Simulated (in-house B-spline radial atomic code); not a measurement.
**In⁺: excited configurations**

How much energy does it take to promote electrons of In⁺ to other shells? Each configuration is solved by itself and compared with the reference.

Program: in-house B-spline radial atomic code version 1. Level of theory: scalar-relativistic (spin-free one-electron X2C) B3LYP, spin-polarised, spherical density, exact exchange averaged over the configuration, Fermi nucleus, basis-set limit. These are calculated values, not measurements, unless marked.

**1. Starting point**

| Item | Value |
| --- | --- |
| element | indium (Z = 49) |
| charge | +1 |
| electrons | 48 |
| configuration | [Kr] 4d10 5s2 |
| Hamiltonian | scalar-relativistic (X2C) |
| nucleus | Fermi, rms radius 4.616 fm |

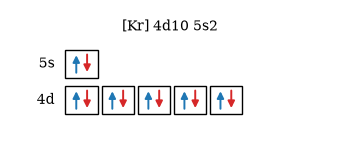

Occupation of the outer shells (arrows by Hund's rule).

Where spins are not typed, each open shell is filled with up spins first.

**2. Reference run**

Input settings:

```ini
Z = 49
electrons = 48.0
configuration = [Kr] 4d10 5s2
hamiltonian = x2c
method = b3lyp
spin_polarised = True
nucleus = fermi
rms_radius = 4.6156
mass_number = 115
atomic_mass = 114.903878772
speed_of_light = 137.035999084
exact_exchange = averaged over the configuration
```

Run with:

```
python run_scf.py task.json out
```

One command runs all members of the session, one after another, from task.json.

Main fields of the result record, rounded:

```text
{
  "status": "converged",
  "scf [iteration, energy, orbital gradient]": [
    [1, -5878.16198653, 0.449],
    [2, -5878.257424, 0.271],
    [3, -5880.86754029, 0.0153],
    [4, -5880.87318553, 0.00525],
    [5, -5880.87389505, 0.00147],
    [6, -5880.87392565, 0.000439],
    [7, -5880.87393186, 0.000184],
    [8, -5880.87393306, 9.15e-06],
    [9, -5880.87393306, 9.51e-07],
    [10, -5880.87393306, 6.26e-09]
  ],
  "energy [hartree]": {"total": -5880.87393306, "kinetic": 6179.61209595, "nuclear": -14259.940018, "coulomb": 2360.6275044, "exact_exchange": -31.680363367, "xc": -129.493152089},
  "orbitals [hartree, bohr; up spins, the down spins are equal]": [
    ["name", "occ", "eps", "<r>", "<r^2>", "<1/r>", "r_max"],
    ["1s up", 1.0, -1021.1686, 0.029144, 0.0011596, 54.124, 0.018542],
    ["2s up", 1.0, -153.82363, 0.128, 0.019382, 12.258, 0.10851],
    ["2p up", 3.0, -138.14047, 0.11191, 0.015306, 11.43, 0.086629],
    ["3s up", 1.0, -29.703321, 0.34814, 0.13873, 4.2791, 0.31555],
    ["3p up", 3.0, -24.530445, 0.34668, 0.13959, 4.004, 0.30879],
    ["3d up", 5.0, -16.461942, 0.3242, 0.12488, 3.7552, 0.25816],
    ["4s up", 1.0, -4.8559097, 0.84882, 0.816, 1.6489, 0.77014],
    ["4p up", 3.0, -3.2930668, 0.92272, 0.97462, 1.4775, 0.81617],
    ["4d up", 5.0, -1.0304551, 1.1764, 1.6572, 1.1396, 0.93121],
    ["5s up", 1.0, -0.57892183, 2.4981, 7.0926, 0.51409, 2.1227]
  ],
  "sum_r [bohr^k]": {"-1": 296.0642, "1": 30.99845, "2": 40.73385}
}
```

It took 0.66 s on 1 thread, shared host.

**3. [Ar] 3d9 4s2 4p6 4d10 5s2 6s1**

The settings differ from step 2 so:

```diff
@@ -2,3 +2,3 @@
 electrons = 48.0
-configuration = [Kr] 4d10 5s2
+configuration = [Ar] 3d9 4s2 4p6 4d10 5s2 6s1
 hamiltonian = x2c
```

From the record:

```text
{
  "status": "converged",
  "iterations": 10,
  "energy [hartree]": {"total": -5864.22021454, "kinetic": 6163.52755394, "nuclear": -14178.9259226, "coulomb": 2310.22303549, "exact_exchange": -31.0085223634, "xc": -128.036358999},
  "orbitals [hartree, bohr; first row names the columns]": [
    ["name", "occ", "eps", "<r>"],
    ["1s up", 1.0, -1022.868, 0.029145],
    ["1s down", 1.0, -1022.8662, 0.029145],
    ["2s up", 1.0, -155.6126, 0.12798],
    ["2s down", 1.0, -155.51865, 0.12794],
    ["2p up", 3.0, -139.92585, 0.11189],
    ["2p down", 3.0, -139.84723, 0.11184],
    ["3s up", 1.0, -31.023811, 0.34571],
    ["3s down", 1.0, -30.904493, 0.34599],
    ["3p up", 3.0, -25.855975, 0.34362],
    ["3p down", 3.0, -25.725218, 0.34399],
    ["3d up", 5.0, -17.872778, 0.3196],
    ["3d down", 4.0, -17.753142, 0.3207],
    ["4s up", 1.0, -5.4303569, 0.83139],
    ["4s down", 1.0, -5.4129054, 0.83264],
    ["4p up", 3.0, -3.8298268, 0.89742],
    ["4p down", 3.0, -3.8145852, 0.89896],
    ["4d up", 5.0, -1.4825555, 1.094],
    ["4d down", 5.0, -1.4696835, 1.0975],
    ["5s up", 1.0, -0.79041743, 2.2712],
    ["5s down", 1.0, -0.78614904, 2.2817],
    ["6s up", 1.0, -0.23306116, 5.6185]
  ],
  "sum_r [bohr^k]": {"-1": 294.4141, "1": 34.80285, "2": 70.37923},
  "energy_minus_base [hartree]": 16.6537185
}
```

It took 0.43 s on 1 thread, shared host.

energy_minus_base is the energy less that of the reference run.

**4. Run with [Kr] 4d9 5s2 5p1**

The settings differ from step 3 so:

```diff
@@ -2,3 +2,3 @@
 electrons = 48.0
-configuration = [Ar] 3d9 4s2 4p6 4d10 5s2 6s1
+configuration = [Kr] 4d9 5s2 5p1
 hamiltonian = x2c
```

From the record:

```text
{
  "status": "converged",
  "iterations": 10,
  "energy [hartree]": {"total": -5880.1703229, "kinetic": 6179.01851881, "nuclear": -14246.5639011, "coulomb": 2348.06155094, "exact_exchange": -31.4993459504, "xc": -129.18714561},
  "orbitals [hartree, bohr; first row names the columns]": [
    ["name", "occ", "eps", "<r>"],
    ["1s up", 1.0, -1021.4489, 0.029144],
    ["1s down", 1.0, -1021.4479, 0.029144],
    ["2s up", 1.0, -154.12188, 0.128],
    ["2s down", 1.0, -154.11092, 0.128],
    ["2p up", 3.0, -138.43715, 0.11191],
    ["2p down", 3.0, -138.42744, 0.1119],
    ["3s up", 1.0, -29.992324, 0.34812],
    ["3s down", 1.0, -29.986139, 0.34809],
    ["3p up", 3.0, -24.819889, 0.34666],
    ["3p down", 3.0, -24.812647, 0.34662],
    ["3d up", 5.0, -16.754408, 0.32414],
    ["3d down", 5.0, -16.74288, 0.32421],
    ["4s up", 1.0, -5.1338846, 0.84518],
    ["4s down", 1.0, -5.0901046, 0.84493],
    ["4p up", 3.0, -3.5621156, 0.91571],
    ["4p down", 3.0, -3.513982, 0.91571],
    ["4d up", 5.0, -1.2670442, 1.1382],
    ["4d down", 4.0, -1.2309045, 1.1391],
    ["5s up", 1.0, -0.6889639, 2.3646],
    ["5s down", 1.0, -0.65169233, 2.377],
    ["5p up", 1.0, -0.41575021, 2.9337]
  ],
  "sum_r [bohr^k]": {"-1": 295.7917, "1": 32.11024, "2": 46.25403},
  "energy_minus_base [hartree]": 0.703610164
}
```

Wall time 0.38 s (1 thread, shared host).

**5. Run with [Ar] 3d9 4s2 4p6 4d10 4f1 5s2**

The settings differ from step 4 so:

```diff
@@ -2,3 +2,3 @@
 electrons = 48.0
-configuration = [Kr] 4d9 5s2 5p1
+configuration = [Ar] 3d9 4s2 4p6 4d10 4f1 5s2
 hamiltonian = x2c
```

From the record:

```text
{
  "status": "converged",
  "iterations": 10,
  "energy [hartree]": {"total": -5864.07295316, "kinetic": 6163.36700687, "nuclear": -14175.6424266, "coulomb": 2307.18719135, "exact_exchange": -30.9899532178, "xc": -127.994771597},
  "orbitals [hartree, bohr; first row names the columns]": [
    ["name", "occ", "eps", "<r>"],
    ["1s up", 1.0, -1022.9336, 0.029145],
    ["1s down", 1.0, -1022.9321, 0.029145],
    ["2s up", 1.0, -155.6772, 0.12798],
    ["2s down", 1.0, -155.58355, 0.12794],
    ["2p up", 3.0, -139.99061, 0.11189],
    ["2p down", 3.0, -139.91219, 0.11184],
    ["3s up", 1.0, -31.087944, 0.34571],
    ["3s down", 1.0, -30.969111, 0.34599],
    ["3p up", 3.0, -25.920262, 0.34361],
    ["3p down", 3.0, -25.789825, 0.34399],
    ["3d up", 5.0, -17.937132, 0.3196],
    ["3d down", 4.0, -17.817744, 0.32069],
    ["4s up", 1.0, -5.4932512, 0.83137],
    ["4s down", 1.0, -5.4768253, 0.83258],
    ["4p up", 3.0, -3.8928693, 0.89722],
    ["4p down", 3.0, -3.8783528, 0.89886],
    ["4d up", 5.0, -1.5447345, 1.0928],
    ["4d down", 5.0, -1.5328644, 1.0965],
    ["4f up", 1.0, -0.10149213, 8.2256],
    ["5s up", 1.0, -0.84390491, 2.2617],
    ["5s down", 1.0, -0.84206281, 2.2657]
  ],
  "sum_r [bohr^k]": {"-1": 294.3469, "1": 37.37256, "2": 111.1224},
  "energy_minus_base [hartree]": 16.8009799
}
```

It took 0.4 s on 1 thread, shared host.

**6. Configuration [Kr] 4d10 5s1 6p1**

The settings differ from step 5 so:

```diff
@@ -2,3 +2,3 @@
 electrons = 48.0
-configuration = [Ar] 3d9 4s2 4p6 4d10 4f1 5s2
+configuration = [Kr] 4d10 5s1 6p1
 hamiltonian = x2c
```

From the record:

```text
{
  "status": "converged",
  "iterations": 11,
  "energy [hartree]": {"total": -5880.38539694, "kinetic": 6179.07635845, "nuclear": -14248.5210277, "coulomb": 2350.04653886, "exact_exchange": -31.6445182005, "xc": -129.34274837},
  "orbitals [hartree, bohr; first row names the columns]": [
    ["name", "occ", "eps", "<r>"],
    ["1s up", 1.0, -1021.3966, 0.029144],
    ["1s down", 1.0, -1021.3943, 0.029144],
    ["2s up", 1.0, -154.04691, 0.128],
    ["2s down", 1.0, -154.0456, 0.128],
    ["2p up", 3.0, -138.36396, 0.1119],
    ["2p down", 3.0, -138.36309, 0.11191],
    ["3s up", 1.0, -29.927538, 0.34814],
    ["3s down", 1.0, -29.924892, 0.34814],
    ["3p up", 3.0, -24.754564, 0.34668],
    ["3p down", 3.0, -24.752817, 0.34668],
    ["3d up", 5.0, -16.685683, 0.3242],
    ["3d down", 5.0, -16.684531, 0.32419],
    ["4s up", 1.0, -5.081495, 0.84884],
    ["4s down", 1.0, -5.0758815, 0.84902],
    ["4p up", 3.0, -3.5186834, 0.92275],
    ["4p down", 3.0, -3.5146557, 0.92156],
    ["4d up", 5.0, -1.2545403, 1.1694],
    ["4d down", 5.0, -1.2456522, 1.1619],
    ["5s up", 1.0, -0.76095381, 2.3502],
    ["6p up", 1.0, -0.17489049, 7.0507]
  ],
  "sum_r [bohr^k]": {"-1": 295.8304, "1": 35.29203, "2": 87.31955},
  "energy_minus_base [hartree]": 0.488536125
}
```

Run time: 0.39 s. Hardware: 1 thread, shared host.

**7. [Ar] 3d9 4s2 4p6 4d10 5s2 6f1**

The settings differ from step 6 so:

```diff
@@ -2,3 +2,3 @@
 electrons = 48.0
-configuration = [Kr] 4d10 5s1 6p1
+configuration = [Ar] 3d9 4s2 4p6 4d10 5s2 6f1
 hamiltonian = x2c
```

From the record:

```text
{
  "status": "converged",
  "iterations": 12,
  "energy [hartree]": {"total": -5864.00633728, "kinetic": 6163.30057871, "nuclear": -14172.1502792, "coulomb": 2303.80661176, "exact_exchange": -30.9900640804, "xc": -127.973184423},
  "orbitals [hartree, bohr; first row names the columns]": [
    ["name", "occ", "eps", "<r>"],
    ["1s up", 1.0, -1023.0049, 0.029145],
    ["1s down", 1.0, -1023.0034, 0.029145],
    ["2s up", 1.0, -155.74853, 0.12798],
    ["2s down", 1.0, -155.65488, 0.12794],
    ["2p up", 3.0, -140.06194, 0.11189],
    ["2p down", 3.0, -139.98352, 0.11184],
    ["3s up", 1.0, -31.159277, 0.34571],
    ["3s down", 1.0, -31.040446, 0.34599],
    ["3p up", 3.0, -25.991593, 0.34361],
    ["3p down", 3.0, -25.861158, 0.34399],
    ["3d up", 5.0, -18.008464, 0.3196],
    ["3d down", 4.0, -17.889076, 0.32069],
    ["4s up", 1.0, -5.5646219, 0.83137],
    ["4s down", 1.0, -5.5481955, 0.83258],
    ["4p up", 3.0, -3.9642456, 0.89722],
    ["4p down", 3.0, -3.9497259, 0.89887],
    ["4d up", 5.0, -1.6161391, 1.0928],
    ["4d down", 5.0, -1.6042713, 1.0966],
    ["5s up", 1.0, -0.91512494, 2.2597],
    ["5s down", 1.0, -0.9132125, 2.2621],
    ["6f up", 1.0, -0.05511476, 20.853]
  ],
  "sum_r [bohr^k]": {"-1": 294.2757, "1": 49.9947, "2": 529.1142},
  "energy_minus_base [hartree]": 16.8675958
}
```

Run time: 1.2 s. Hardware: 1 thread, shared host.

**8. [Ar] 3d9 4s2 4p6 4d10 5s2 5f1**

The settings differ from step 7 so:

```diff
@@ -2,3 +2,3 @@
 electrons = 48.0
-configuration = [Ar] 3d9 4s2 4p6 4d10 5s2 6f1
+configuration = [Ar] 3d9 4s2 4p6 4d10 5s2 5f1
 hamiltonian = x2c
```

From the record:

```text
{
  "status": "converged",
  "iterations": 11,
  "energy [hartree]": {"total": -5864.03170723, "kinetic": 6163.32556738, "nuclear": -14173.4971006, "coulomb": 2305.11213809, "exact_exchange": -30.9899929529, "xc": -127.982319145},
  "orbitals [hartree, bohr; first row names the columns]": [
    ["name", "occ", "eps", "<r>"],
    ["1s up", 1.0, -1022.9773, 0.029145],
    ["1s down", 1.0, -1022.9759, 0.029145],
    ["2s up", 1.0, -155.72098, 0.12798],
    ["2s down", 1.0, -155.62733, 0.12794],
    ["2p up", 3.0, -140.0344, 0.11189],
    ["2p down", 3.0, -139.95597, 0.11184],
    ["3s up", 1.0, -31.131703, 0.34571],
    ["3s down", 1.0, -31.012874, 0.34599],
    ["3p up", 3.0, -25.964021, 0.34361],
    ["3p down", 3.0, -25.833587, 0.34399],
    ["3d up", 5.0, -17.980895, 0.3196],
    ["3d down", 4.0, -17.861509, 0.32069],
    ["4s up", 1.0, -5.5369921, 0.83137],
    ["4s down", 1.0, -5.5205679, 0.83258],
    ["4p up", 3.0, -3.936615, 0.89722],
    ["4p down", 3.0, -3.9220943, 0.89886],
    ["4d up", 5.0, -1.5885037, 1.0928],
    ["4d down", 5.0, -1.576619, 1.0965],
    ["5s up", 1.0, -0.88792784, 2.2622],
    ["5s down", 1.0, -0.88581529, 2.2643],
    ["5f up", 1.0, -0.073697084, 13.902]
  ],
  "sum_r [bohr^k]": {"-1": 294.3031, "1": 43.04884, "2": 256.7535},
  "energy_minus_base [hartree]": 16.8422258
}
```

Wall time 1.1 s (1 thread, shared host).

**9. All configurations in order**

| net move | configuration | 2|M_S|+1 | energy above the reference (eV) | largest <r> (bohr) |
| --- | --- | --- | --- | --- |
| 5s → 6p | [Kr] 4d10 5s1 6p1 | 3 | 13.294 | 7.05 |
| 4d → 5p | [Kr] 4d9 5s2 5p1 | 3 | 19.146 | 2.93 |
| 3d → 6s | [Ar] 3d9 4s2 4p6 4d10 5s2 6s1 | 3 | 453.17 | 5.62 |
| 3d → 4f | [Ar] 3d9 4s2 4p6 4d10 4f1 5s2 | 3 | 457.18 | 8.23 |
| 3d → 5f | [Ar] 3d9 4s2 4p6 4d10 5s2 5f1 | 3 | 458.30 | 13.9 |
| 3d → 6f | [Ar] 3d9 4s2 4p6 4d10 5s2 6f1 | 3 | 458.99 | 20.9 |

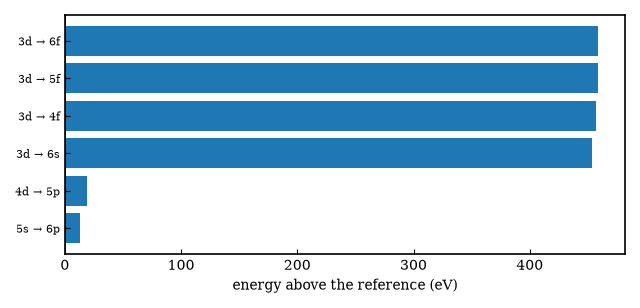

The configurations in order of energy, labelled by the net move of electrons.

What this shows: The energies run from 13.294 eV (5s → 6p) to 458.99 eV (3d → 6f). 4 of them lie more than 60 % above minus the reference's highest level (15.753 eV), in the range where a state can decay by emitting an electron. The reference has 2|M_S|+1 = 1; 6 of the configurations differ from it in spin. These are spherical averages at the typed spins, not spectroscopic levels.
